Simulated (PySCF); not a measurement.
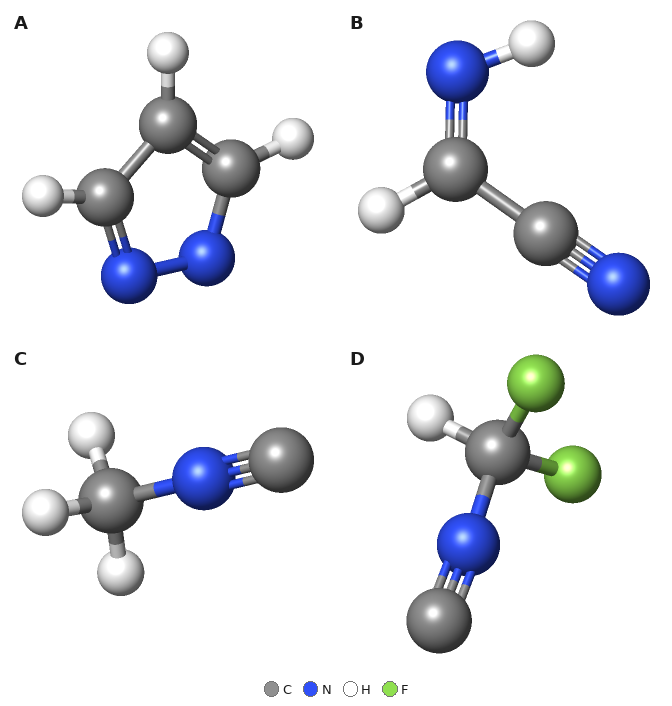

The picture comes from a calculation with PySCF.

```xyz
6
charge 0, multiplicity 1
H    -1.1916   -1.0549   -0.5273
N    -1.3522   -0.1953   -0.0007
C    -0.2676    0.3993    0.2565
C     1.0395   -0.0670   -0.1388
N     2.0778   -0.4470   -0.4584
H    -0.2854    1.3347    0.8154
```

**Which panel shows the molecule in this file?**

B. The file holds C2H2N2, `[H]/N=C\C#N`.
